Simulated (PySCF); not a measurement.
# C₂H₇ClOSi: NMR shifts at several levels of theory, part 2 of 2

PySCF 2.14.0. Atoms count from 0.

### Step 8. NMR shieldings: OPBE/pcSseg-2

The job: settings as JSON, then the geometry in Å.

```
{"job": {"kind": "nmr", "xc": "OPBE", "basis": "pcSseg-2", "pop": false}, "charge": 0, "multiplicity": 1}
C     -0.111217    -0.851621     0.660091
C      1.218734    -1.133779     0.005600
O      2.177943    -0.207514     0.476896
Si     3.797520    -0.291192     0.185476
Cl     4.538671    -2.104610     0.862784
H     -0.875509    -1.557940     0.302983
H     -0.028924    -0.948337     1.752735
H     -0.445285     0.171059     0.431040
H      1.548721    -2.163948     0.232991
H      1.132737    -1.055017    -1.094755
H      4.429762     0.810245     0.947415
H      4.100952    -0.225900    -1.271447
```

Level: GIAO OPBE/pcSseg-2 NMR shielding, non-relativistic, gas phase.

Standard output:

```text
coarse grid: 10848 points
cycle   1  E = -905.2610725336  dE =  2.745e-01  |g| = 7.674e-01  |ddm| = 2.428e+00
cycle   2  E = -904.7668194779  dE =  4.943e-01  |g| = 1.712e+00  |ddm| = 2.190e+00
cycle   3  E = -905.3688233209  dE = -6.020e-01  |g| = 2.302e-01  |ddm| = 1.851e+00
cycle   4  E = -905.3796670104  dE = -1.084e-02  |g| = 8.715e-02  |ddm| = 2.400e-01
cycle   5  E = -905.3812597933  dE = -1.593e-03  |g| = 2.249e-02  |ddm| = 7.852e-02
cycle   6  E = -905.3813767003  dE = -1.169e-04  |g| = 7.065e-03  |ddm| = 2.548e-02
cycle   7  E = -905.3813873132  dE = -1.061e-05  |g| = 1.710e-03  |ddm| = 5.830e-03
cycle   8  E = -905.3813879138  dE = -6.006e-07  |g| = 5.872e-04  |ddm| = 1.391e-03
final grid: 94904 points
cycle   9  E = -905.3817918716  dE = -2.447e-04  |g| = 3.072e-02  |ddm| = 7.330e-02
cycle  10  E = -905.3814449334  dE =  3.469e-04  |g| = 5.070e-02  |ddm| = 4.986e-02
cycle  11  E = -905.3819148918  dE = -4.700e-04  |g| = 9.851e-03  |ddm| = 3.721e-02
cycle  12  E = -905.3819313311  dE = -1.644e-05  |g| = 2.140e-03  |ddm| = 7.691e-03
cycle  13  E = -905.3819324830  dE = -1.152e-06  |g| = 3.426e-04  |ddm| = 2.048e-03
cycle  14  E = -905.3819325097  dE = -2.666e-08  |g| = 8.106e-05  |ddm| = 3.760e-04
cycle  15  E = -905.3819325114  dE = -1.693e-09  |g| = 1.697e-05  |ddm| = 9.000e-05
cycle  16  E = -905.3819325114  dE = -6.639e-11  |g| = 3.388e-06  |ddm| = 1.852e-05
converged SCF energy = -905.3819325114

GIAO shielding tensors (ppm)
atom      isotropic    diamagn.    paramagn.     s11        s22        s33       span
  0 C      164.974     246.083     -81.109    148.994    162.385    183.542     34.548
  1 C      120.364     240.606    -120.242     89.528    107.406    164.158     74.629
  2 O      252.989     392.296    -139.307    192.975    267.993    297.998    105.024
  3 Si     371.718     875.579    -503.861    341.627    358.375    415.152     73.525
  4 Cl     910.624    1146.511    -235.887    766.103    959.089   1006.680    240.577
  5 H       30.173      30.376      -0.203     26.448     27.357     36.714     10.267
  6 H       29.938      29.975      -0.038     26.253     28.593     34.967      8.715
  7 H       29.907      32.640      -2.733     26.404     28.036     35.281      8.877
  8 H       27.086      28.640      -1.554     21.371     29.563     30.324      8.952
  9 H       27.442      31.256      -3.814     22.783     27.486     32.056      9.273
 10 H       25.742      26.945      -1.202     21.904     24.110     31.213      9.308
 11 H       25.511      27.380      -1.869     21.655     24.125     30.751      9.096
```

It took 39 s on 1 thread of Arm Neoverse V2, shared host; peak memory 1 GiB.

This run: δ C1 64.1, C0 19.4, O2 76.2, Si3 -16.2, H10 5.57, H8 3.94 ppm (means over like atoms).

### Step 9. NMR shieldings: KT2/pcSseg-2

Settings changed since step 8:

```diff
@@ -1,2 +1,2 @@
-{"job": {"kind": "nmr", "xc": "OPBE", "basis": "pcSseg-2", "pop": false}, "charge": 0, "multiplicity": 1}
+{"job": {"kind": "nmr", "xc": "KT2", "basis": "pcSseg-2", "pop": false}, "charge": 0, "multiplicity": 1}
 C     -0.111217    -0.851621     0.660091
```

Level: GIAO KT2/pcSseg-2 NMR shielding, non-relativistic, gas phase.

Standard output:

```text
coarse grid: 10848 points
cycle   1  E = -913.7423044819  dE =  3.323e-01  |g| = 8.576e-01  |ddm| = 2.325e+00
cycle   2  E = -913.0264428041  dE =  7.159e-01  |g| = 2.004e+00  |ddm| = 2.534e+00
cycle   3  E = -913.8694658588  dE = -8.430e-01  |g| = 2.694e-01  |ddm| = 2.236e+00
cycle   4  E = -913.8840406572  dE = -1.457e-02  |g| = 1.087e-01  |ddm| = 3.038e-01
cycle   5  E = -913.8865885645  dE = -2.548e-03  |g| = 2.730e-02  |ddm| = 1.074e-01
cycle   6  E = -913.8867655158  dE = -1.770e-04  |g| = 8.891e-03  |ddm| = 3.400e-02
cycle   7  E = -913.8867842639  dE = -1.875e-05  |g| = 2.004e-03  |ddm| = 8.639e-03
cycle   8  E = -913.8867851080  dE = -8.441e-07  |g| = 7.009e-04  |ddm| = 1.821e-03
final grid: 94904 points
cycle   9  E = -913.9123759948  dE = -3.735e-04  |g| = 2.182e-02  |ddm| = 1.100e-01
cycle  10  E = -913.9123028619  dE =  7.313e-05  |g| = 2.448e-02  |ddm| = 2.980e-02
cycle  11  E = -913.9124012618  dE = -9.840e-05  |g| = 1.020e-02  |ddm| = 2.561e-02
cycle  12  E = -913.9124213068  dE = -2.005e-05  |g| = 2.149e-03  |ddm| = 7.475e-03
cycle  13  E = -913.9124223834  dE = -1.077e-06  |g| = 2.693e-04  |ddm| = 1.852e-03
cycle  14  E = -913.9124223963  dE = -1.298e-08  |g| = 9.769e-05  |ddm| = 3.077e-04
cycle  15  E = -913.9124223988  dE = -2.489e-09  |g| = 2.034e-05  |ddm| = 1.033e-04
cycle  16  E = -913.9124223989  dE = -8.799e-11  |g| = 6.033e-06  |ddm| = 2.147e-05
converged SCF energy = -913.9124223989

GIAO shielding tensors (ppm)
atom      isotropic    diamagn.    paramagn.     s11        s22        s33       span
  0 C      162.594     242.320     -79.726    144.935    160.284    182.563     37.628
  1 C      117.935     237.718    -119.783     86.577    105.526    161.702     75.125
  2 O      240.636     394.008    -153.372    176.377    256.376    289.154    112.777
  3 Si     368.485     877.475    -508.990    336.531    355.657    413.267     76.737
  4 Cl     895.992    1148.347    -252.355    740.614    956.843    990.519    249.905
  5 H       30.089      30.095      -0.006     26.439     27.355     36.473     10.034
  6 H       29.879      29.743       0.136     26.281     28.565     34.790      8.509
  7 H       29.838      31.498      -1.660     26.411     28.006     35.098      8.687
  8 H       26.976      29.472      -2.496     21.300     29.327     30.302      9.002
  9 H       27.375      30.948      -3.573     22.757     27.448     31.920      9.163
 10 H       25.638      26.872      -1.233     21.760     24.024     31.131      9.372
 11 H       25.406      27.071      -1.665     21.509     24.039     30.670      9.161
```

Run time: 39 s. Hardware: 1 thread of Arm Neoverse V2, shared host; peak memory 0.99 GiB.

This run: δ C1 64.3, C0 19.7, O2 83.7, Si3 -17.5, H10 5.65, H8 4.00 ppm (means over like atoms).

### Step 10. NMR shieldings: KT3/pcSseg-2

Settings changed since step 9:

```diff
@@ -1,2 +1,2 @@
-{"job": {"kind": "nmr", "xc": "KT2", "basis": "pcSseg-2", "pop": false}, "charge": 0, "multiplicity": 1}
+{"job": {"kind": "nmr", "xc": "KT3", "basis": "pcSseg-2", "pop": false}, "charge": 0, "multiplicity": 1}
 C     -0.111217    -0.851621     0.660091
```

Level: GIAO KT3/pcSseg-2 NMR shielding, non-relativistic, gas phase.

Standard output:

```text
coarse grid: 10848 points
cycle   1  E = -913.0202338862  dE =  3.102e-01  |g| = 8.644e-01  |ddm| = 2.340e+00
cycle   2  E = -912.3290295835  dE =  6.912e-01  |g| = 1.976e+00  |ddm| = 2.678e+00
cycle   3  E = -913.1519003831  dE = -8.229e-01  |g| = 2.679e-01  |ddm| = 2.359e+00
cycle   4  E = -913.1663978663  dE = -1.450e-02  |g| = 1.070e-01  |ddm| = 3.024e-01
cycle   5  E = -913.1688852840  dE = -2.487e-03  |g| = 2.680e-02  |ddm| = 1.037e-01
cycle   6  E = -913.1690570207  dE = -1.717e-04  |g| = 8.238e-03  |ddm| = 3.203e-02
cycle   7  E = -913.1690728812  dE = -1.586e-05  |g| = 1.840e-03  |ddm| = 7.622e-03
cycle   8  E = -913.1690735969  dE = -7.157e-07  |g| = 6.842e-04  |ddm| = 1.668e-03
final grid: 94904 points
cycle   9  E = -913.1896146387  dE = -3.501e-04  |g| = 2.721e-02  |ddm| = 9.856e-02
cycle  10  E = -913.1894324737  dE =  1.822e-04  |g| = 3.747e-02  |ddm| = 4.097e-02
cycle  11  E = -913.1896711061  dE = -2.386e-04  |g| = 1.181e-02  |ddm| = 3.335e-02
cycle  12  E = -913.1896962673  dE = -2.516e-05  |g| = 1.917e-03  |ddm| = 8.409e-03
cycle  13  E = -913.1896972376  dE = -9.702e-07  |g| = 3.018e-04  |ddm| = 2.231e-03
cycle  14  E = -913.1896972566  dE = -1.901e-08  |g| = 9.531e-05  |ddm| = 3.758e-04
cycle  15  E = -913.1896972589  dE = -2.336e-09  |g| = 2.075e-05  |ddm| = 1.037e-04
cycle  16  E = -913.1896972590  dE = -9.481e-11  |g| = 4.927e-06  |ddm| = 2.105e-05
converged SCF energy = -913.1896972590

GIAO shielding tensors (ppm)
atom      isotropic    diamagn.    paramagn.     s11        s22        s33       span
  0 C      161.173     242.863     -81.690    144.451    158.307    180.762     36.311
  1 C      117.203     238.009    -120.806     86.730    105.137    159.742     73.012
  2 O      244.714     394.195    -149.481    186.062    258.709    289.371    103.308
  3 Si     379.752     876.616    -496.865    350.179    367.590    421.486     71.307
  4 Cl     906.787    1148.295    -241.508    760.770    953.529   1006.061    245.291
  5 H       30.258      30.391      -0.132     26.681     27.560     36.533      9.852
  6 H       30.050      29.949       0.101     26.514     28.775     34.861      8.346
  7 H       30.013      32.288      -2.275     26.646     28.217     35.176      8.530
  8 H       27.230      29.121      -1.891     21.617     29.570     30.503      8.886
  9 H       27.602      31.316      -3.714     23.051     27.625     32.131      9.080
 10 H       26.058      27.134      -1.076     22.201     24.423     31.550      9.349
 11 H       25.830      27.484      -1.654     21.968     24.441     31.081      9.113
```

Wall time 39 s (1 thread of Arm Neoverse V2, shared host); peak memory 0.99 GiB.

Key values: δ C1 64.1, C0 20.1, O2 79.1, Si3 -21.5, H10 5.41, H8 3.94 ppm (means over like atoms).

### Step 11. Nuclear shieldings: B97-D/pcSseg-2

Settings changed since step 10:

```diff
@@ -1,2 +1,2 @@
-{"job": {"kind": "nmr", "xc": "KT3", "basis": "pcSseg-2", "pop": false}, "charge": 0, "multiplicity": 1}
+{"job": {"kind": "nmr", "xc": "B97-D", "basis": "pcSseg-2", "pop": false}, "charge": 0, "multiplicity": 1}
 C     -0.111217    -0.851621     0.660091
```

Method: GIAO B97-D/pcSseg-2 NMR shielding, non-relativistic, gas phase.

Standard output:

```text
coarse grid: 10848 points
cycle   1  E = -905.3008539150  dE =  2.940e-01  |g| = 8.692e-01  |ddm| = 2.383e+00
cycle   2  E = -904.6225136623  dE =  6.783e-01  |g| = 1.990e+00  |ddm| = 2.473e+00
cycle   3  E = -905.4310812848  dE = -8.086e-01  |g| = 2.676e-01  |ddm| = 2.163e+00
cycle   4  E = -905.4452982211  dE = -1.422e-02  |g| = 1.104e-01  |ddm| = 2.883e-01
cycle   5  E = -905.4478175733  dE = -2.519e-03  |g| = 2.496e-02  |ddm| = 1.005e-01
cycle   6  E = -905.4479622336  dE = -1.447e-04  |g| = 8.856e-03  |ddm| = 3.004e-02
cycle   7  E = -905.4479795503  dE = -1.732e-05  |g| = 1.974e-03  |ddm| = 7.721e-03
cycle   8  E = -905.4479803561  dE = -8.058e-07  |g| = 7.061e-04  |ddm| = 1.642e-03
final grid: 94904 points
cycle   9  E = -905.4418901579  dE = -1.327e-04  |g| = 1.299e-02  |ddm| = 5.472e-02
cycle  10  E = -905.4418708824  dE =  1.928e-05  |g| = 1.371e-02  |ddm| = 2.008e-02
cycle  11  E = -905.4419071359  dE = -3.625e-05  |g| = 3.307e-03  |ddm| = 1.529e-02
cycle  12  E = -905.4419095760  dE = -2.440e-06  |g| = 1.166e-03  |ddm| = 3.413e-03
cycle  13  E = -905.4419098236  dE = -2.476e-07  |g| = 1.834e-04  |ddm| = 7.940e-04
cycle  14  E = -905.4419098295  dE = -5.957e-09  |g| = 5.545e-05  |ddm| = 1.800e-04
cycle  15  E = -905.4419098303  dE = -7.376e-10  |g| = 1.016e-05  |ddm| = 5.324e-05
converged SCF energy = -905.4419098303

GIAO shielding tensors (ppm)
atom      isotropic    diamagn.    paramagn.     s11        s22        s33       span
  0 C      158.736     242.963     -84.227    141.923    156.084    178.200     36.277
  1 C      114.081     238.157    -124.076     83.354    101.322    157.567     74.213
  2 O      247.220     394.337    -147.117    187.154    262.134    292.371    105.216
  3 Si     361.417     875.438    -514.021    331.982    349.681    402.589     70.606
  4 Cl     899.392    1147.523    -248.131    749.408    948.686   1000.082    250.675
  5 H       30.304      30.422      -0.117     26.777     27.636     36.501      9.724
  6 H       30.056      30.123      -0.067     26.576     28.831     34.761      8.185
  7 H       30.022      31.739      -1.717     26.711     28.271     35.084      8.373
  8 H       27.226      29.541      -2.315     21.655     29.492     30.531      8.877
  9 H       27.600      31.056      -3.456     23.105     27.635     32.060      8.955
 10 H       26.042      27.173      -1.131     22.182     24.425     31.518      9.336
 11 H       25.794      27.416      -1.622     21.938     24.421     31.024      9.086
```

Run time: 37 s. Hardware: 1 thread of Arm Neoverse V2, shared host; peak memory 0.99 GiB.

Key values: δ C1 64.9, C0 20.3, O2 78.0, Si3 -24.9, H10 5.48, H8 3.98 ppm (means over like atoms).

### Step 12. Nuclear shieldings: B3LYP/pcSseg-2

Settings changed since step 11:

```diff
@@ -1,2 +1,2 @@
-{"job": {"kind": "nmr", "xc": "B97-D", "basis": "pcSseg-2", "pop": false}, "charge": 0, "multiplicity": 1}
+{"job": {"kind": "nmr", "xc": "B3LYP", "basis": "pcSseg-2", "pop": false}, "charge": 0, "multiplicity": 1}
 C     -0.111217    -0.851621     0.660091
```

Level: GIAO B3LYP/pcSseg-2 NMR shielding, non-relativistic, gas phase.

Standard output:

```text
coarse grid: 10848 points
cycle   1  E = -905.4593803641  dE =  3.218e-01  |g| = 7.828e-01  |ddm| = 2.332e+00
cycle   2  E = -905.1965036029  dE =  2.629e-01  |g| = 1.404e+00  |ddm| = 1.477e+00
cycle   3  E = -905.5676300523  dE = -3.711e-01  |g| = 1.555e-01  |ddm| = 1.130e+00
cycle   4  E = -905.5720717978  dE = -4.442e-03  |g| = 5.977e-02  |ddm| = 1.465e-01
cycle   5  E = -905.5728265764  dE = -7.548e-04  |g| = 8.534e-03  |ddm| = 4.844e-02
cycle   6  E = -905.5728401871  dE = -1.361e-05  |g| = 3.246e-03  |ddm| = 9.410e-03
cycle   7  E = -905.5728423811  dE = -2.194e-06  |g| = 5.458e-04  |ddm| = 2.550e-03
final grid: 94904 points
cycle   8  E = -905.5782976694  dE = -5.897e-05  |g| = 4.701e-03  |ddm| = 2.618e-02
cycle   9  E = -905.5782952474  dE =  2.422e-06  |g| = 5.651e-03  |ddm| = 6.010e-03
cycle  10  E = -905.5783023140  dE = -7.067e-06  |g| = 6.938e-04  |ddm| = 3.346e-03
cycle  11  E = -905.5783023645  dE = -5.042e-08  |g| = 4.120e-04  |ddm| = 6.025e-04
cycle  12  E = -905.5783023959  dE = -3.148e-08  |g| = 6.714e-05  |ddm| = 2.822e-04
cycle  13  E = -905.5783023967  dE = -7.467e-10  |g| = 1.290e-05  |ddm| = 5.027e-05
converged SCF energy = -905.5783023967

GIAO shielding tensors (ppm)
atom      isotropic    diamagn.    paramagn.     s11        s22        s33       span
  0 C      158.891     240.085     -81.195    141.357    156.607    178.708     37.352
  1 C      115.197     235.387    -120.191     84.950    102.362    158.277     73.327
  2 O      250.954     394.512    -143.558    189.680    266.236    296.946    107.266
  3 Si     348.931     874.325    -525.394    321.636    335.909    389.247     67.611
  4 Cl     902.293    1146.826    -244.533    751.149    950.959   1004.769    253.619
  5 H       30.317      30.301       0.017     26.704     27.580     36.667      9.963
  6 H       30.029      30.041      -0.013     26.450     28.776     34.859      8.409
  7 H       29.994      31.051      -1.057     26.581     28.209     35.192      8.611
  8 H       27.363      29.904      -2.541     21.772     29.741     30.574      8.802
  9 H       27.720      30.813      -3.093     23.194     27.733     32.234      9.040
 10 H       26.102      27.080      -0.978     22.208     24.469     31.630      9.422
 11 H       25.910      27.312      -1.402     22.075     24.499     31.155      9.080
```

Wall time 27 s (1 thread of Arm Neoverse V2, shared host); peak memory 1.2 GiB.

Key values: δ C1 64.0, C0 20.3, O2 74.9, Si3 -24.3, H10 5.38, H8 3.85 ppm (means over like atoms).

### Step 13. Run by run: NMR shifts

Shifts (ppm) of some atoms, chosen among heavy atoms and hydrogens apart, means over like atoms, with basis size and wall time:

| run | C1 | C0 | H10 | H8 | O2 | Si3 | Cl4 | functions | time |
| --- | --- | --- | --- | --- | --- | --- | --- | --- | --- |
| HF/pcSseg-2 | 56.4 | 20.1 | 4.82 | 3.46 | 33.2 | -27.5 | -23 | 292 | 16 s |
| LDA/pcSseg-2 | 66.1 | 18.6 | 5.98 | 4.06 | 95.0 | -13.1 | 72 | 292 | 31 s |
| PBE/pcSseg-2 | 65.5 | 19.8 | 5.70 | 3.99 | 86.9 | -19.4 | 47 | 292 | 36 s |
| BLYP/pcSseg-2 | 66.1 | 20.6 | 5.59 | 3.99 | 89.0 | -26.4 | 39 | 292 | 37 s |
| BP86/pcSseg-2 | 65.4 | 19.8 | 5.69 | 3.99 | 83.5 | -20.3 | 42 | 292 | 37 s |
| OPBE/pcSseg-2 | 64.1 | 19.4 | 5.57 | 3.94 | 76.2 | -16.2 | 34 | 292 | 39 s |
| KT2/pcSseg-2 | 64.3 | 19.7 | 5.65 | 4.00 | 83.7 | -17.5 | 47 | 292 | 39 s |
| KT3/pcSseg-2 | 64.1 | 20.1 | 5.41 | 3.94 | 79.1 | -21.5 | 31 | 292 | 39 s |
| B97-D/pcSseg-2 | 64.9 | 20.3 | 5.48 | 3.98 | 78.0 | -24.9 | 27 | 292 | 37 s |
| B3LYP/pcSseg-2 | 64.0 | 20.3 | 5.38 | 3.85 | 74.9 | -24.3 | 25 | 292 | 27 s |

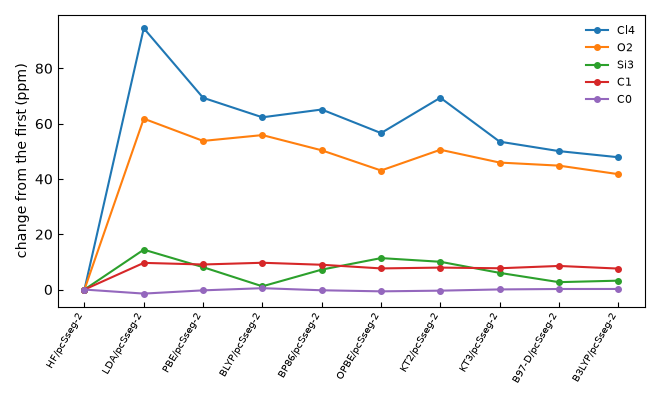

How five of the tabulated atoms move from run to run.

### Step 14. What came out

This closing draws on all 2 parts.

| quantity | value |
| --- | --- |
| point group | C1 |
| rotational constants (main isotopes) | 6.38, 1.51, 1.29 GHz |
| ¹³C shifts against TMS (HF/pcSseg-2) | 56.4, 20.1 ppm |
| ¹H shifts against TMS (HF/pcSseg-2, means over atoms taken as alike) | 4.82, 3.46, 1.29 ppm |
| ¹⁷O shifts against H2O (HF/pcSseg-2) | 33.2 ppm |
| ²⁹Si shifts against TMS (HF/pcSseg-2) | -27.5 ppm |
| ³⁵Cl shifts against HCl (HF/pcSseg-2) | -23 ppm |
| range of the shift of Cl4 | -23 to 72 ppm |

Single values in the summary come from the first run of each kind that ended normally (HF/pcSseg-2), which need not be the best level. Over 8 steps the energy fell by 0.191 eV; of the close pairs, Si3–Cl4 changed most, 2.013 to 2.073 Å. No frequency check was run at this level, so the end point may be a saddle. At HF/pcSseg-2: Shielding is most anisotropic at Cl4 (span 199 ppm, paramagnetic term -179 ppm). In ppm, Cl4 moves most: its shift spreads over 95 ppm, from -23 (HF/pcSseg-2) to 72 (LDA/pcSseg-2).
